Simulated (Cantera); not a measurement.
Charge: 1 mol borazine, 1.3 mol H₂O, 30 mol H₂, at 1.33 mbar.

Method: chemical equilibrium by Gibbs-energy minimisation in Cantera with the NASA 1993 tables (ideal gas, pure condensed phases). Candidate condensed phases: B, BN, B₂O₃, B₃O₃H₃, H₂O; 39 gas species. The feed counts by its element totals alone. Mutual solubility and eutectic melting of coexisting phases are not modelled. The tables' values for BH₂ are old estimates; treat these amounts as uncertain. Kinetics and transport are ignored.

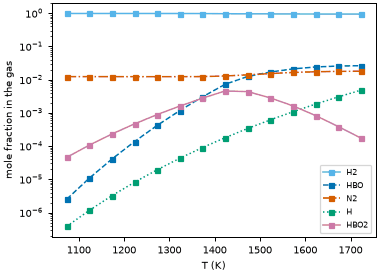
*Equilibrium gas composition (values under 1e-9 drawn at 1e-9)*

Q: Read off the mole fractions at 1173 K.

A: H₂ about 0.99, N₂ about 0.012, HBO₂ about 0.00023, HBO about 4.1e-5, H about 3.2e-6.
